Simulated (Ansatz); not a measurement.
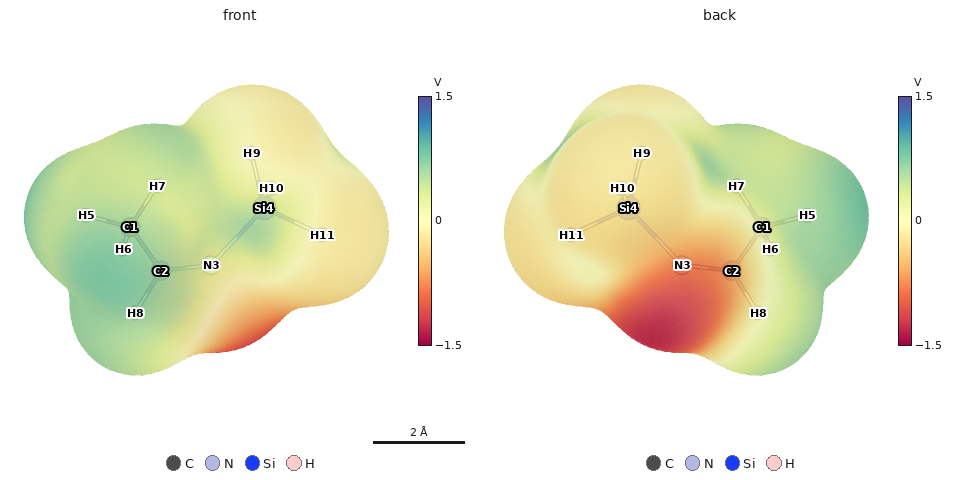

Figure. C2H7NSi (SMILES CC=N[SiH3]). The electrostatic potential painted on the density surface at 0.001 e/bohr³, seen from the front and from behind; red is negative and blue positive.

Geometry: PBE0-D4/def2-TZVP.

The calculation used RKS PBE0-D4/def2-TZVPP (Ansatz 0.2.0).

The calculation's input:

```
crystal:
  periodic: [false, false, false]
  atoms:
    - {symbol: C, position_ang: [-0.801511, 1.355916, 0.164024]}
    - {symbol: C, position_ang: [-1.092584, -0.002382, -0.388702]}
    - {symbol: N, position_ang: [-0.334642, -1.004945, -0.450069]}
    - {symbol: Si, position_ang: [1.301095, -1.266389, 0.046656]}
    - {symbol: H, position_ang: [-0.951682, 2.109230, -0.615932]}
    - {symbol: H, position_ang: [-1.515234, 1.588892, 0.960650]}
    - {symbol: H, position_ang: [0.212735, 1.438076, 0.553604]}
    - {symbol: H, position_ang: [-2.113291, -0.110549, -0.788198]}
    - {symbol: H, position_ang: [2.009570, -0.112136, 0.680631]}
    - {symbol: H, position_ang: [2.064439, -1.665931, -1.161970]}
    - {symbol: H, position_ang: [1.286605, -2.386882, 1.020004]}
basis:
  gaussian: {orbitals: def2-TZVPP}
hamiltonian: {xc: pbe0, dispersion: d4}
output: {orbitals: {seedname: orbitals}}
```

Launched as:

```sh
ansatz run in.yaml --threads 2 --pin off --events-out ev --progress --plain --max-ram 4352MiB
```

> Which sites attract a positive test charge, and which a negative one?

A positive charge is drawn to the negative regions and a negative charge to the positive ones. The most negative region (about −1.3 V, or −30 kcal/mol for a unit charge) lies over N3, the most positive (about +0.8 V, or +18 kcal/mol for a unit charge) over H5 and H6. N3 is the likeliest acceptor of a hydrogen bond.
